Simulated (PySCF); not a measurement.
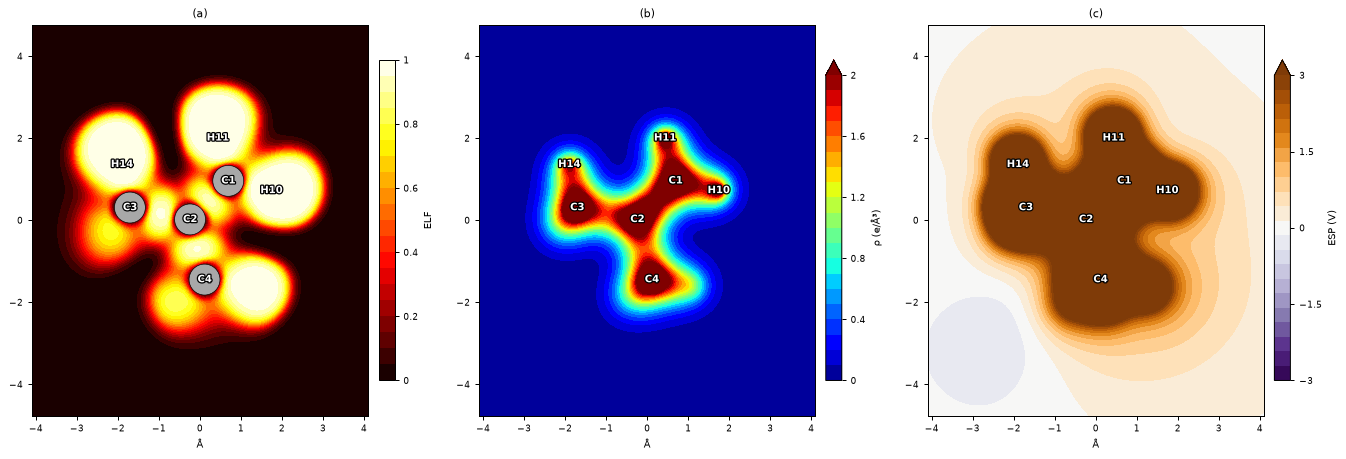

C₆H₁₁ClOSi (SMILES C=C(C)CC(=O)[SiH2]CCl). (a) electron localisation function; (b) electron density; (c) molecular electrostatic potential on the plane of atoms H10, C1 and H11. Grey discs cover the atomic cores in the ELF map.

Geometry: GFN2-xTB.

Computed with PySCF 2.14.0, PBE0/pcSseg-1, SCF density, gas phase, non-relativistic.

Input file:

```
{"job": {"kind": "nmr", "xc": "PBE0", "basis": "pcSseg-1"}, "charge": 0, "multiplicity": 1}
C     -1.996113     0.898845     0.884853
C     -1.740122    -0.006716    -0.046744
C     -2.222584    -1.420049     0.020665
C     -0.882579     0.310180    -1.247141
C      0.491532    -0.220442    -0.897743
O      0.789232    -1.378982    -1.083324
Si     1.742607     0.994138    -0.076632
C      3.099558    -0.100163     0.691861
Cl     4.380943     0.940614     1.375759
H     -1.639818     1.912119     0.810319
H     -2.595965     0.664795     1.747708
H     -2.977890    -1.594133    -0.745811
H     -1.395497    -2.103260    -0.169902
H     -2.654768    -1.643350     0.992121
H     -0.836797     1.382820    -1.424894
H     -1.269691    -0.208994    -2.125149
H      2.303032     1.841146    -1.131488
H      1.088029     1.800477     0.950790
H      2.732815    -0.718617     1.509080
H      3.578929    -0.750047    -0.037363
```

Run with:

```sh
OMP_NUM_THREADS=1 python probes_run.py task.json out
```

Question: What do the fields say about this system?

Answer: The plane passes through C and H nuclei.
C–C (1.32 Å): ρ at the midpoint is about 2.3 e/Å³; the ELF peaks at about 0.90 between the atoms (a multiple bond).
C–H (1.08 Å): ρ at the midpoint is about 2 e/Å³; the ELF climbs to about 1 towards the hydrogen, as it does in any bond to H: an ordinary covalent bond to hydrogen.
C–C (1.49 Å): the density is about 1.7 e/Å³ at the midpoint; the ELF peaks at about 0.95 between the atoms; a shared electron pair.
The potential has no marked negative region in this plane.
